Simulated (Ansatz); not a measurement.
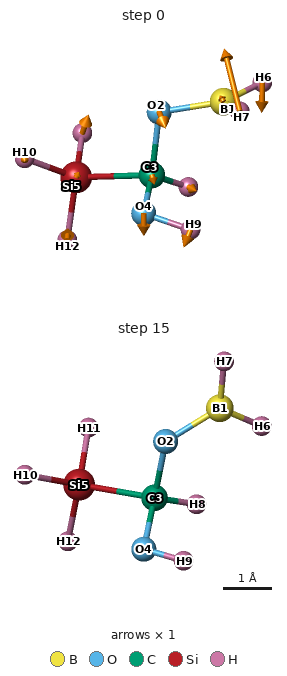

The structure of CH7BO2Si (coarse preliminary run) before (top) and after (bottom) a relaxation, at one scale. The orange arrows give the displacements, at their true length.

Style: ball-and-stick. Shown from a free direction.

The start comes from a force field.

Level of theory: Ansatz 0.2.0, RKS PBE-D4/def2-SVP. Set-up: force threshold 0.03 eV/Å; at most 200 steps.

Q: What changed between the two?

A: Over 13 accepted moves (15 points after the start) the energy falls by 34.9 kcal/mol. The largest force component goes from 5.9 to 0.013 eV/Å. The line search rejected the trial steps at points 10, 14 of the run. The forces were under the threshold at step 12, but the run went on from there. H7 moves most after the best rigid fit: 1.48 Å. By element the largest moves are H 1.48 Å, O 0.54 Å, C 0.22 Å, B 0.17 Å, Si 0.14 Å. Near-neighbour distances that change, for instance: O4–H9 1.076 → 0.978 Å, B1–O2 1.431 → 1.353 Å, C3–O4 1.324 → 1.390 Å, B1–H6 1.159 → 1.225 Å. Among the angles between lasting bonds that change: B1–O2–C3 109.1° → 122.0°, Si5–C3–H8 103.8° → 111.3°, H6–B1–H7 115.8° → 123.2°. Groups turn about B1–O2 by about 90°, O2–C3 by about 40°. The run took 21 s on 4 threads of Arm Neoverse V1 (shared host).
